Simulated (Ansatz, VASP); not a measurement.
# Cross-check of SiC (Moissanite) between VASP and Ansatz, part 3 of 3

Aim: how closely do two programs agree when they are given the same cell, functional and k mesh? The cell is taken from a series of VASP runs on this material, whose earlier steps may have relaxed, scaled or displaced it; both programs get it as it stands. Valence electrons are named where the data sets of a main pair hold unlike numbers.

VASP 6.6.1 and Ansatz 0.2.0.

So far. Step 4 (Comparison): The forces differ by 0.1 meV/Å r.m.s., which is 0.0 % of the r.m.s. force of 0.439 eV/Å (both taken over all components). Among the levels compared at these points, filled levels agree within 9 meV and empty ones within 15 meV.

## 6. VASP: band structure, PBE0

Level of this step: PBE0; plane waves and PAW (Si, C) (VASP).

The same cell, functional, mesh and smearing now go to VASP, with its own data sets.

The run reads the wave functions of an earlier VASP run, which isn't shown here.

Contents of INCAR:

```
SYSTEM = SiC
PREC = Accurate
ENCUT = 460
EDIFF = 1E-06
NELM = 100
ISMEAR = 0
SIGMA = 0.03
LREAL = .FALSE.
ALGO = Normal
LHFCALC = .TRUE.
AEXX = 0.25
GGA = PE
LASPH = .TRUE.
NBANDS = 14
PRECFOCK = Fast
HFRCUT = -1
LORBIT = 11
LWAVE = .FALSE.
LCHARG = .FALSE.
KPAR = 8
```

Contents of POSCAR:

```
SiC
1.0
    3.0760000000      0.0000000000      0.0000000000
   -1.5380000000      2.6638941420      0.0000000000
    0.0000000000      0.0000000000      5.0480000000
Si C
2 2
Direct
    0.6666666667      0.3333333333      0.5000000000
    0.3333333333      0.6666666667      0.0000000000
    0.6666666667      0.3333333333      0.8850000000
    0.3333333333      0.6666666667      0.3850000000
```

Contents of KPOINTS:

```
Automatic mesh
0
Gamma
5 5 3
0 0 0
```

Contents of KPOINTS_OPT:

```
Line mode
10
Line-mode
Reciprocal
  0.00000000   0.00000000   0.00000000 GAMMA
  0.50000000   0.00000000   0.00000000 M

  0.50000000   0.00000000   0.00000000 M
  0.33333333   0.33333333   0.00000000 K

  0.33333333   0.33333333   0.00000000 K
  0.00000000   0.00000000   0.00000000 GAMMA

  0.00000000   0.00000000   0.00000000 GAMMA
  0.00000000   0.00000000   0.50000000 A

  0.00000000   0.00000000   0.50000000 A
  0.50000000   0.00000000   0.50000000 L

  0.50000000   0.00000000   0.50000000 L
  0.33333333   0.33333333   0.50000000 H

  0.33333333   0.33333333   0.50000000 H
  0.00000000   0.00000000   0.50000000 A

  0.50000000   0.00000000   0.50000000 L
  0.50000000   0.00000000   0.00000000 M

  0.33333333   0.33333333   0.00000000 K
  0.33333333   0.33333333   0.50000000 H
```

Potentials, in the order of the species: Si and C (PBE family, release 64).

Run with:

```console
> mpirun -np 8 vasp_std
```

Numbers of over 12 decimals in the logs are rounded to 6 here.

Output:

```text
[banner, memory and clock lines left out]
running    8 mpi-ranks, on    1 nodes
[...]
[... a notice as in an earlier step ...]

 LDA part: xc-table for (Slater+PW92), standard interpolation
 found WAVECAR, reading the header
 POSCAR, INCAR and KPOINTS ok, starting setup
[...]
HFRCUT set to (new)   9.047566
 reading WAVECAR
 the WAVECAR file was read successfully
 initial charge from wavefunction
 entering main loop
       N       E                     dE             d eps       ncg     rms          rms(c)
DAV:   1    -0.368643703032E+02   -0.36864E+02   -0.12460E+00   280   0.929E+00    0.479E+00
DAV:   2    -0.368752912951E+02   -0.10921E-01   -0.40486E-02   346   0.148E+00    0.362E+00
DAV:   3    -0.368715868033E+02    0.37045E-02   -0.25136E-03   340   0.333E-01    0.210E+00
DAV:   4    -0.368706551587E+02    0.93164E-03   -0.93014E-04   334   0.182E-01    0.119E+00
[...]
DAV:   8    -0.368702242517E+02    0.10774E-04   -0.38561E-06   334   0.167E-02    0.120E-01
DAV:   9    -0.368702208724E+02    0.33793E-05   -0.10052E-06   182   0.893E-03    0.688E-02
DAV:  10    -0.368702199365E+02    0.93589E-06   -0.46443E-07   158   0.627E-03
   1 F= -.36870220E+02 E0= -.36870220E+02  d E =-.145565E-16
 Start KPOINTS_OPT (optional k-point list driver)
k-point batch [1-10\90]
       N       E                     dE             ncg
DAV:   1     0.860650912458E+03   -0.22975E+04      280
DAV:   2     0.232941301503E+03   -0.62771E+03      392
DAV:   3     0.165718435472E+03   -0.67223E+02      376
DAV:   4     0.164768829058E+03   -0.94961E+00      352
DAV:   5     0.164752676772E+03   -0.16152E-01      364
DAV:   6     0.164752459863E+03   -0.21691E-03      340
DAV:   7     0.164752455632E+03   -0.42301E-05      316
DAV:   8     0.164752455505E+03   -0.12741E-06      260
[...]
k-point batch [81-90\90]
       N       E                     dE             ncg
DAV:   1     0.571645411960E+03   -0.60609E+04      280
DAV:   2     0.362698887616E+02   -0.53538E+03      340
DAV:   3     0.109438326020E+01   -0.35176E+02      370
DAV:   4     0.580115545787E+00   -0.51427E+00      400
DAV:   5     0.574605024116E+00   -0.55105E-02      358
DAV:   6     0.574560138835E+00   -0.44885E-04      346
DAV:   7     0.574559657207E+00   -0.48163E-06      260
```

Parts of OUTCAR (step 6):

```text
 POSITION                                       TOTAL-FORCE (eV/Angst)
 -----------------------------------------------------------------------------------
      1.53800      0.88796      2.52400        -0.000000      0.000000      0.762861
     -0.00000      1.77593      0.00000        -0.000000     -0.000000      0.762861
      1.53800      0.88796      4.46748         0.000000     -0.000000     -0.762861
     -0.00000      1.77593      1.94348        -0.000000      0.000000     -0.762861
 -----------------------------------------------------------------------------------
    total drift:                                0.000000      0.000000      0.001596

  FREE ENERGIE OF THE ION-ELECTRON SYSTEM (eV)
  ---------------------------------------------------
  free  energy   TOTEN  =       -36.8702199365 eV

  energy  without entropy=      -36.8702199365  energy(sigma->0) =      -36.87021994

[... 2 parts as in an earlier step ...]

[... 1 further part left out ...]
[key lines of the parts left out:]
E-fermi :   7.6420
```

## 7. Differences

The two programs side by side:

```csv
quantity,Ansatz,VASP,difference
gap over the path points (eV),3.889,3.900,-0.011
```

Forces (eV/Å; atoms numbered as in POSCAR):

```csv
atom,"Ansatz x, y, z","VASP x, y, z"
Si1,"0.000, 0.000, 0.762","0.000, 0.000, 0.763"
Si2,"0.000, 0.000, 0.762","0.000, 0.000, 0.763"
C3,"0.000, 0.000, -0.762","0.000, 0.000, -0.763"
C4,"0.000, 0.000, -0.762","0.000, 0.000, -0.763"
```

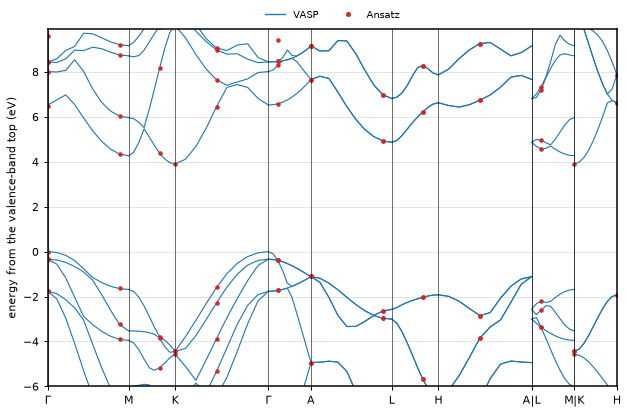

Bands from VASP (lines) and levels from Ansatz (dots). Dots without a line are higher empty bands that the VASP plot leaves out.

Levels at points of the path, from each program's valence-band top (eV; 4 filled, then empty):

```csv
k (reciprocal lattice),Ansatz,VASP
0.000 0.000 0.000,-1.75 -0.33 -0.33 0.00 6.50 7.99 8.45,-1.77 -0.34 -0.34 0.00 6.52 8.01 8.44
0.444 0.000 0.000,-6.22 -3.89 -3.24 -1.64 4.33 6.02 8.74,-6.22 -3.90 -3.24 -1.65 4.34 6.03 8.75
0.389 0.222 0.000,-6.62 -5.17 -3.84 -3.78 4.37 8.15 10.01,-6.63 -5.17 -3.85 -3.78 4.38 8.16 10.02
0.333 0.333 0.000,-7.20 -4.56 -4.44 -4.44 3.89 10.02 10.78,-7.22 -4.57 -4.43 -4.43 3.90 10.05 10.79
0.185 0.185 0.000,-5.33 -3.87 -2.28 -1.60 6.45 7.64 8.97,-5.33 -3.87 -2.28 -1.60 6.46 7.64 8.97
0.000 0.000 0.111,-1.72 -0.39 -0.38 -0.38 6.56 8.29 8.47,-1.73 -0.39 -0.39 -0.39 6.58 8.30 8.46
0.000 0.000 0.500,-1.10 -1.10 -1.10 -1.10 7.65 7.65 9.15,-1.11 -1.11 -1.11 -1.11 7.66 7.66 9.15
0.444 0.000 0.500,-2.95 -2.95 -2.65 -2.65 4.92 4.92 6.96,-2.96 -2.96 -2.65 -2.65 4.92 4.92 6.97
0.389 0.222 0.500,-5.68 -5.68 -2.03 -2.03 6.21 6.21 8.27,-5.68 -5.68 -2.03 -2.03 6.22 6.22 8.28
0.185 0.185 0.500,-3.86 -3.86 -2.85 -2.85 6.73 6.73 9.26,-3.86 -3.86 -2.85 -2.85 6.73 6.73 9.26
```

The forces differ by 0.2 meV/Å r.m.s., which is 0.1 % of the r.m.s. force of 0.440 eV/Å (both taken over all components). Among the levels compared at these points, filled levels agree within 15 meV and empty ones within 23 meV.

## 8. What came out

| Item | Value |
| --- | --- |
| largest difference of a filled level at the path points (band structure, HSE06) | 8.9 meV |
| largest difference of a filled level at the path points (band structure, PBE0) | 15 meV |

**Reading.** The largest difference of a filled level at the path points is 15 meV (band structure, PBE0), within the 80 meV picked in this series as the mark of a large difference. Such differences can come from data sets, numerical settings and the points named under the comparisons, not from the functional's error against experiment.

[Lines on the potential files, build, host, timing and source positions are cut from VASP's logs without a mark.]

[Logs are printed without paths, hosts, clocks, repeated set-up lines and the standing remarks that a program may print on its own settings, such as how far it seeks lower states.]

[Hosts, paths, dates, database ids (printed as entryN), source tags and the programs' standing remarks are cut or masked in the printed files.]
